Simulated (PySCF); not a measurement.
# C3H5FS, SMILES `F[CH]1C[CH]1S`: electronic structure

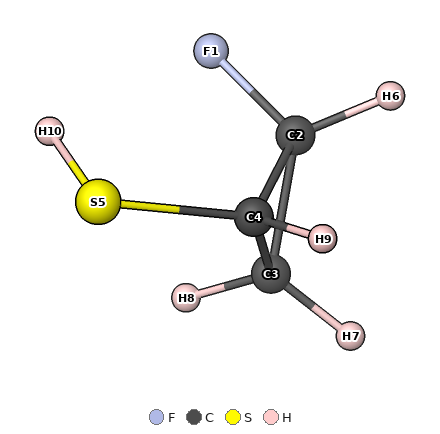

The molecule, with its atoms numbered as below. No frequency check shows the geometry to be a minimum.

Cartesian coordinates (Å):

```
F1       1.2894    1.2518   -0.1159
C2       1.2125   -0.0103    0.3926
C3       0.8872   -1.1214   -0.5556
C4      -0.1247   -0.6755    0.4640
S5      -1.6328    0.1725   -0.0370
H6       1.9349   -0.1316    1.1904
H7       1.3789   -2.0735   -0.4321
H8       0.7076   -0.8421   -1.5832
H9      -0.3289   -1.3143    1.3114
H10     -1.0215    1.1785   -0.6568
```

## 1. Bonding charge

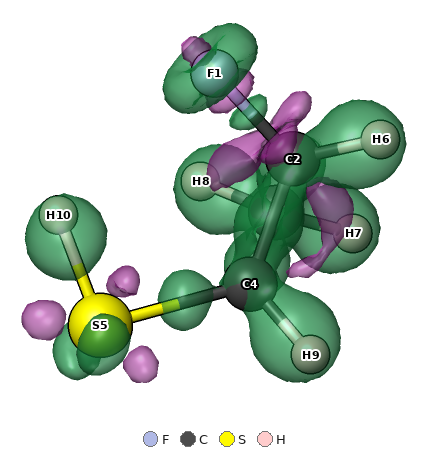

Deformation density (molecule less spherical, spin-averaged free atoms at the same positions), surfaces at ±0.14 e/Å³; green: gain, purple: loss.

Computed with PySCF, B3LYP/def2-TZVP, geometry: GFN2-xTB.

**How much density has each bond gained at its critical point, relative to the free atoms?**

The five largest and four smallest: C2–H6: +0.82 e/Å³ at the bond critical point (bond length 1.08 Å, Mayer order 1.0). C4–H9: +0.77 e/Å³ at the bond critical point (bond length 1.08 Å, Mayer order 0.9). C3–H7: +0.75 e/Å³ at the bond critical point (bond length 1.08 Å, Mayer order 0.9). C3–H8: +0.75 e/Å³ at the bond critical point (bond length 1.08 Å, Mayer order 1.0). S5–H10: +0.47 e/Å³ at the bond critical point (bond length 1.33 Å, Mayer order 1.0). C2–C3: +0.43 e/Å³ at the bond critical point (bond length 1.50 Å, Mayer order 0.9). C3–C4: +0.38 e/Å³ at the bond critical point (bond length 1.50 Å, Mayer order 0.9). C4–S5: +0.28 e/Å³ at the bond critical point (bond length 1.80 Å, Mayer order 1.0). F1–C2: −0.05 e/Å³ at the bond critical point (bond length 1.36 Å, Mayer order 1.0); up to 0.6 Å beside the axis the gain reaches +0.26 e/Å³. In all, 2.3 electrons gather in the regions of gain relative to the promolecule. A small or negative value marks a very polar bond, one between electron-rich atoms, whose free-atom densities already overlap strongly, a long bond to a heavier atom, or a closed-shell contact such as a hydrogen bond.

## 2. Bond critical points

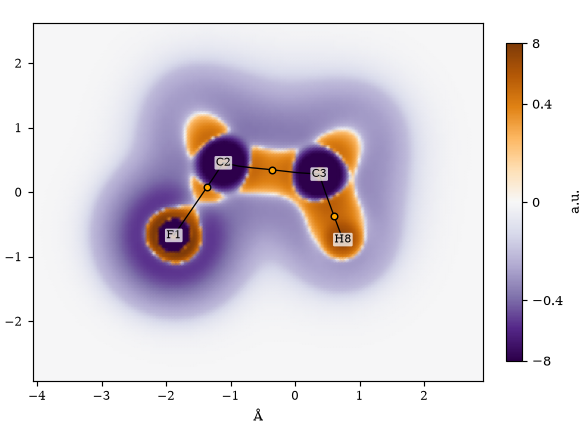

Negative Laplacian of the density (−∇²ρ) in the plane of F1, C2, C3 and H8 (orange positive, purple negative, colour scale in a.u., logarithmic beyond ±0.04), with bond paths and bond critical points (dots).

**Sort the bonds in the plane by the sign of ∇²ρ at their critical points.**

Concentrated (∇²ρ < 0): C3–H8 (−1.01 a.u.); F1–C2 (−0.14 a.u.); C2–C3 (−0.55 a.u.). At none is it depleted.

**Where along F1–C2 does the critical point lie?**

0.91 Å from F1 and 0.46 Å from C2.

## 3. Local ionisation energy

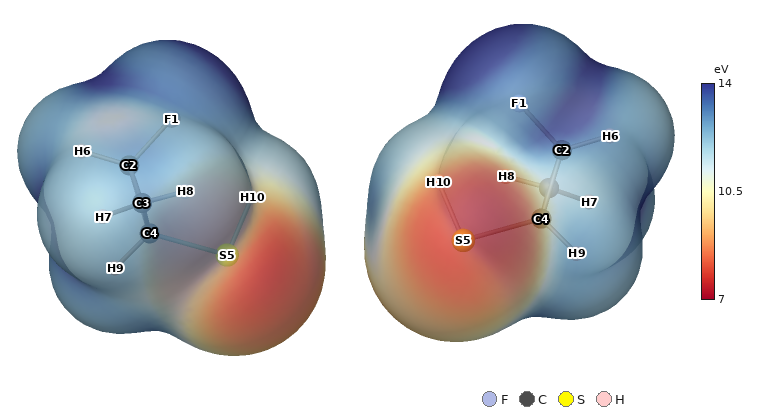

Average local ionisation energy on the surface of electron density 0.001 a.u. (back view left, front view right).

**Locate the minima of the map.**

The lowest value is 7.4 eV, 2.3 Å from S5. Further minima include 7.4 eV, 2.3 Å from S5; 11.1 eV, off the C2–C3 bond (2.0 to 2.1 Å from its atoms); 11.9 eV, 1.4 Å from H7. For comparison, the highest occupied orbital lies at −6.5 eV.

**What volume does the surface enclose, and what is the dipole moment?**

About 111 Å³; the dipole moment is 2.0 D.

## 4. Excited states

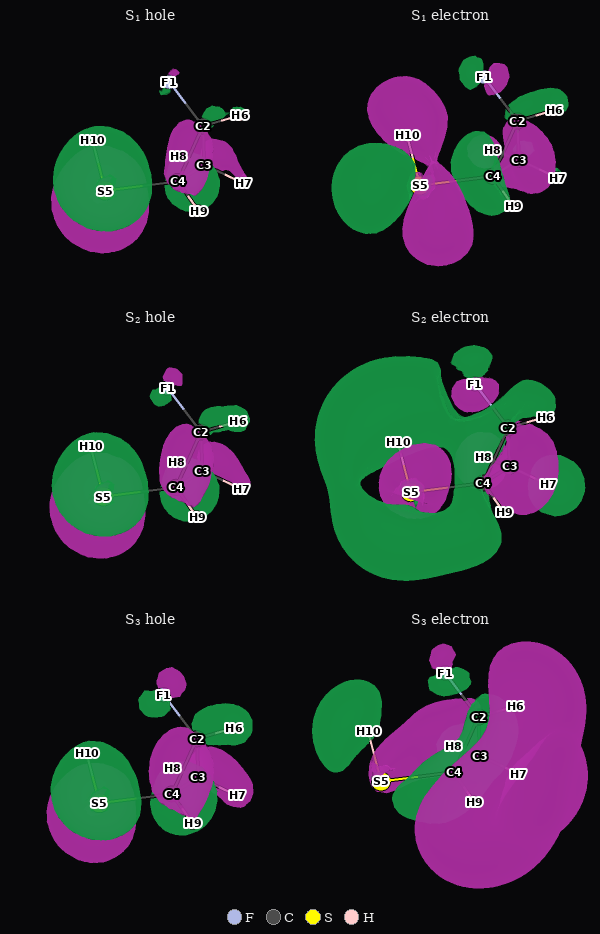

Leading natural transition orbitals (full linear response singlet states).

Method: ωB97X/cc-pVDZ; geometry: GFN2-xTB; program: PySCF. Without diffuse functions Rydberg states are missing, so the states' numbers hold for this basis only.

**Describe these excited states.**

By state:
- S₁: 5.92 eV (210 nm), f = 0.001 (very weak); the leading pair carries 100 %; hole on S5 (78 %), C4 (7 %) and C3 (5 %), electron on S5 (57 %), C4 (16 %) and H10 (12 %); their centroids lie 0.1 Å apart.
- S₂: 7.08 eV (175 nm), f = 0.003; the leading pair carries 98 %; hole on S5 (72 %), C4 (9 %) and C3 (7 %), electron on S5 (37 %), H10 (28 %) and C4 (11 %); their centroids lie 0.7 Å apart.
- S₃: 8.16 eV (152 nm), f = 0.006, partly diffuse acceptor orbital, which a basis without diffuse functions describes poorly; the leading pair carries 91 %; hole on S5 (54 %), C4 (15 %) and C3 (10 %), electron on H9 (29 %), C4 (18 %) and H6 (10 %) (atom shares of so diffuse an orbital are rough); their centroids lie 1.6 Å apart.

## 5. Localised orbitals

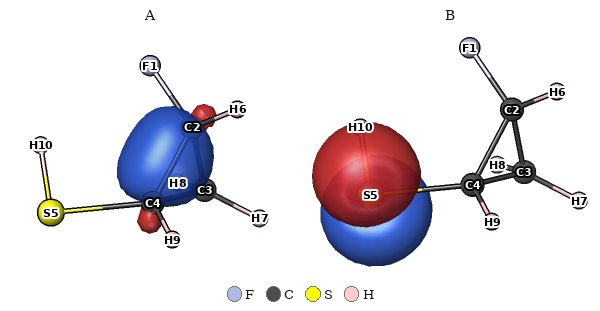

Intrinsic bond orbitals (IBO), occupied; each surface holds about 70 % of the orbital's density. Energies are diagonal elements of the Fock matrix.

Computed with PySCF, B3LYP/def2-SVPD, geometry: GFN2-xTB.

**Name the orbitals, with their atomic make-up and energies.**

By panel:
- A: σ bond C4–C2 (C4 50 %, C2 49 %; −14.9 eV)
- B: lone pair on S5 (p-type) (S5 98 %; −7.1 eV)

## 6. Stretching a bond

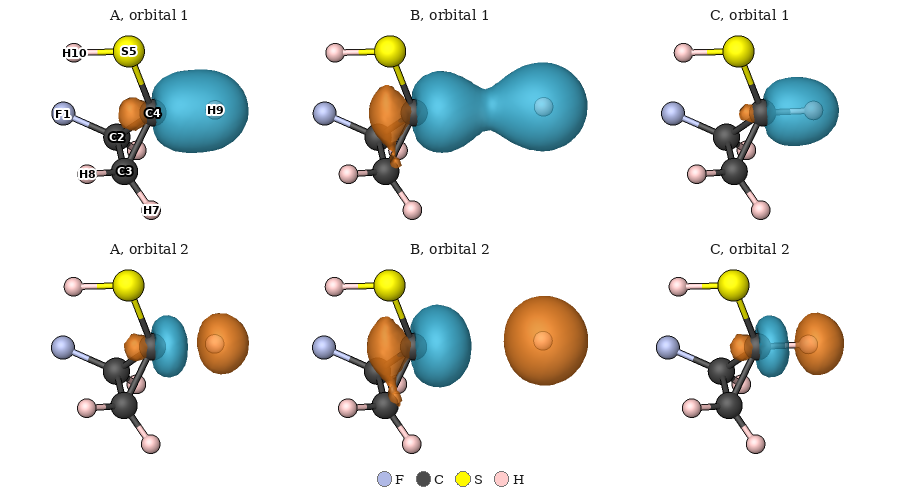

Rigid stretch of the C4–H9 bond. The two CASSCF(2,2) natural orbitals nearest half filling (orbital 1 the more occupied).

Computed with PySCF, cc-pVDZ basis, geometry: GFN2-xTB.

**The columns are at 1.18, 1.44 and 3.00 Å, in some order. Assign them, and give the occupations.**

A: 1.44 Å, occupations 1.95 and 0.05. B: 3.00 Å, occupations 1.28 and 0.72. C: 1.18 Å, occupations 1.98 and 0.02.

**Where does the UHF solution part from RHF?**

Between 1.44 Å (⟨S²⟩ = 0, the two coincide) and 1.66 Å (⟨S²⟩ = 0.05); at 3.00 Å ⟨S²⟩ is 0.99 and UHF lies 3.5 eV below RHF.

**How much energy does the stretch cost?**

By CASSCF, 4.3 eV from the lowest point of the scan (1.07 Å) to 3.00 Å; RHF gives 7.4 eV from its own lowest point. The fragments aren't relaxed and dynamic correlation is missing, so this isn't a bond dissociation energy.
